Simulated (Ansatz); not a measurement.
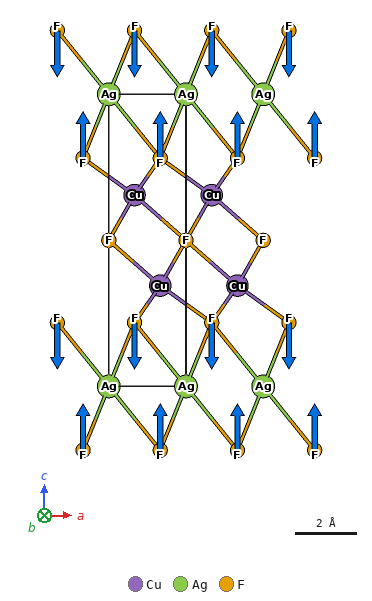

A relaxation of crystalline Cu₂AgF₃ (built on the K2NaCl3-164 type type). The starting structure is drawn; blue arrows show the displacements (the part carried along by the change of the cell is left out), 30 times their true length.

A ball-and-stick model of the cell of the calculation, repeated 2 × 1 × 1 with one cell outlined, seen along the b axis.

Theory: DFT, r2SCAN+rVV10, plane waves, PAW in Ansatz 0.2.0. (plane-wave cutoff 500 eV; k-point mesh 12 × 12 × 4; occupations fermi dirac; smearing width 0.03 eV; no spin polarisation; cell and atoms relaxed; force threshold 0.01 eV/Å; at most 120 steps)

Q: What happened in the run?

A: After 4 accepted moves (5 points after the start) the energy has fallen by 2.6 meV per atom. Largest force component: 0.098 eV/Å at the start, 0.0011 eV/Å at the end. The pressure goes from −0.36 to 0.01 GPa. At 1 point the geometry stayed and the basis and grid were re-selected for the new cell (energy shift of 0.1 meV per atom at most each time). The largest moves relative to the cell, 0.052 Å, are those of F atoms. Largest moves by element: F 0.052 Å, Cu 0.009 Å. Ag stays in place. The volume changes by −0.6 %, with a = b 2.939 → 2.975 Å (+1.2 %), c 9.633 → 9.339 Å (−3.1 %). Near-neighbour distances that change, for instance: Ag–F 2.703 → 2.627 Å, Cu–F 2.090 → 2.110 Å, Cu–F 2.259 → 2.251 Å. The space group stays P-3m1 (No. 164).
